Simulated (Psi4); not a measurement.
**CH3F (fluoromethane) at M06-2X/cc-pVDZ (ints tolerance 1e-12, sweep point 6)**

Aim: the vertical singlet–triplet gap of CH3F (fluoromethane) at M06-2X/cc-pVDZ (ints tolerance 1e-12, sweep point 6), from 2 runs. The job is set up through a Python script.

The results are computed with Psi4 1.11.

4 further runs of the same task are left out: 4 set aside as unsound or not needed.

## 1. The system as given

CH3F: 5 atoms, total charge 0, spin state singlet. As SMILES, `CF`. Geometry: relaxed at PBE0-D4/def2-TZVP.

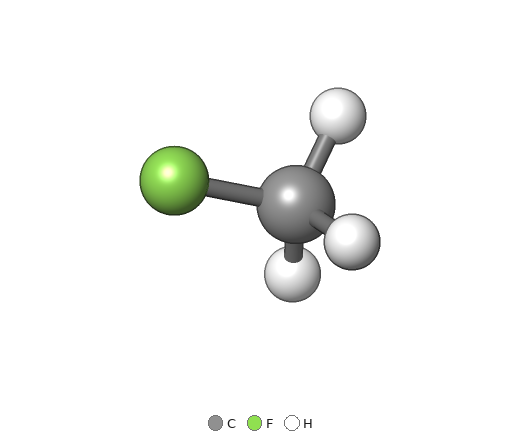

The structure, seen from a chosen angle (carbon grey, fluorine green, hydrogen white).

## 2. A single-point energy at M06-2X/cc-pVDZ (ints tolerance 1e-12, sweep point 6)

Contents of ch3f.py:

```python
import psi4

psi4.set_memory(1600000000)
psi4.set_num_threads(1)
psi4.core.set_output_file('output.dat', False)

m = psi4.geometry("""
C     -0.050700     0.032900     0.007800
F      1.094100    -0.710500    -0.168600
H     -0.918700    -0.626900    -0.058000
H     -0.104800     0.796000    -0.772000
H     -0.019800     0.508500     0.990700
symmetry c1
""")

psi4.set_options({
    'basis': 'cc-pVDZ',
    'puream': True,
    'scf_type': 'direct',
    'dft_radial_points': 99,
    'dft_spherical_points': 590,
    'ints_tolerance': 1e-12,
    'maxiter': 60,
})

energy_value, wavefunction = psi4.energy('m06-2x', return_wfn=True)
print('E =', round(energy_value, 9))
```

Run with:

```console
python ch3f.py
```

output.dat, cut to the lines that bear on the results:

```text
[...]
  Running in c1 symmetry.
[...]
  Nuclear repulsion =   37.451250055602642
[...]
  Multiplicity = 1
[...]
  Nalpha       = 9
  Nbeta        = 9
[...]
    Number of basis functions: 43
[...]
   @DF-RKS iter   1:  -139.63857762858564   -3.95287e-01   6.95951e-03 ADIIS/DIIS
[...]
   @RKS iter  10:  -139.68314672709823   -1.07590e-09   4.56247e-07 DIIS
[...]
    Orbital Energies [Eh]
    ---------------------
    Doubly Occupied:
       1A    -25.223505     2A    -10.614128     3A     -1.322165
       4A     -0.790397     5A     -0.558919     6A     -0.558904
       7A     -0.554849     8A     -0.412163     9A     -0.412148
[...]
  @RKS Final Energy:  -139.68314672709823
   => Energetics <=
    Nuclear Repulsion Energy =             37.4512500556026424
    One-Electron Energy =                -266.6456024946180037
    Two-Electron Energy =                  97.6635476611087654
    DFT Exchange-Correlation Energy =      -8.1523419491916602
    Empirical Dispersion Energy =           0.0000000000000000
    VV10 Nonlocal Energy =                  0.0000000000000000
    Total Energy =                       -139.6831467270982330
[...]
 Multipole Moments:
 ------------------------------------------------------------------------------------
     Multipole            Electronic (a.u.)      Nuclear  (a.u.)        Total (a.u.)
 ------------------------------------------------------------------------------------
 L = 1.  Multiply by 2.5417464519 to convert [e a0] to [Debye]
 Dipole X            :          2.4750116           -3.0609235           -0.5859119
 Dipole Y            :         -1.6073760            1.9878344            0.3804584
 Dipole Z            :         -0.3813492            0.4716312            0.0902820
 Magnitude           :                                                    0.7044091
[...]
```

The script printed:

```text
E = -139.683146727
```

Run time: 13 s. Hardware: 1 thread of Intel Xeon Platinum 8259CL at 2.50GHz (Skylake/Cascade Lake), shared host; peak memory 1.1 GiB.

## 3. The triplet

Contents of ch3f.py:

```python
import psi4

psi4.set_memory(1600000000)
psi4.set_num_threads(1)
psi4.core.set_output_file('output.dat', False)

geom = psi4.geometry("""
0 3
C     -0.050700     0.032900     0.007800
F      1.094100    -0.710500    -0.168600
H     -0.918700    -0.626900    -0.058000
H     -0.104800     0.796000    -0.772000
H     -0.019800     0.508500     0.990700
symmetry c1
""")

options = {'basis': 'cc-pVDZ', 'reference': 'uks', 'puream': True, 'scf_type': 'direct', 'dft_radial_points': 99, 'dft_spherical_points': 590, 'ints_tolerance': 1e-12, 'maxiter': 150}
psi4.set_options(options)

energy_value = psi4.energy("M06-2X")
print('E =', round(energy_value, 9))
```

Run with:

```console
python ch3f.py
```

output.dat, cut to the lines that bear on the results:

```text
[...]
  Running in c1 symmetry.
[...]
  Nuclear repulsion =   37.451250055602642
[...]
  Multiplicity = 3
[...]
  Nalpha       = 10
  Nbeta        = 8
[...]
    Number of basis functions: 43
[...]
   @DF-UKS iter   1:  -139.24365643020283   -3.66028e-04   8.00564e-03 ADIIS/DIIS
[...]
   @UKS iter  53:  -139.30935920391732   -4.79224e-09   9.50261e-07 DIIS
[...]
   @S^2 Observed:                2.005340452E+00
[...]
    Orbital Energies [Eh]
    ---------------------
    Alpha Occupied:
       1A    -25.345118     2A    -10.606631     3A     -1.440001
       4A     -0.837590     5A     -0.664448     6A     -0.646975
       7A     -0.622848     8A     -0.491928     9A     -0.456204
      10A     -0.044457
    Alpha Virtual:
      11A      0.121182    12A      0.169804    13A      0.179118
      14A      0.451059    15A      0.464360    16A      0.501467
      17A      0.646190    18A      0.671440    19A      0.673937
      20A      0.939237    21A      0.946404    22A      0.954265
      23A      1.159223    24A      1.288938    25A      1.318682
[...]
  @UKS Final Energy:  -139.30935920391732
   => Energetics <=
    Nuclear Repulsion Energy =             37.4512500556026424
    One-Electron Energy =                -265.4728461000253787
    Two-Electron Energy =                  96.8161700445341040
    DFT Exchange-Correlation Energy =      -8.1039332040287064
    Empirical Dispersion Energy =           0.0000000000000000
    VV10 Nonlocal Energy =                  0.0000000000000000
    Total Energy =                       -139.3093592039173245
[...]
 Multipole Moments:
 ------------------------------------------------------------------------------------
     Multipole            Electronic (a.u.)      Nuclear  (a.u.)        Total (a.u.)
 ------------------------------------------------------------------------------------
 L = 1.  Multiply by 2.5417464519 to convert [e a0] to [Debye]
 Dipole X            :          2.7720303           -3.0609235           -0.2888932
 Dipole Y            :         -1.6992638            1.9878344            0.2885706
 Dipole Z            :         -0.5278227            0.4716312           -0.0561915
 Magnitude           :                                                    0.4121769
[...]
```

The script printed:

```text
E = -139.309359204
```

Wall time 71 s (1 thread of Intel Xeon Platinum 8259CL at 2.50GHz (Skylake/Cascade Lake), shared host); peak memory 1.1 GiB.

## 4. Outcome

At M06-2X/cc-pVDZ (ints tolerance 1e-12, sweep point 6):

```
                                        quantity          value
                           singlet: total energy  -139.68315 Eh
                          singlet: dipole moment         1.79 D
                            singlet: HOMO energy      -11.22 eV
                            singlet: LUMO energy        3.12 eV
                          singlet: HOMO–LUMO gap       14.33 eV
                           triplet: total energy  -139.30936 Eh
                          triplet: dipole moment         1.05 D
     triplet: HOMO energy (highest over α and β)       -1.21 eV
                                   triplet: ⟨S²⟩          2.005
vertical energy of the triplet above the singlet      10.171 eV
```

At this shape the triplet lies 10.17 eV (235 kcal/mol) above the singlet.
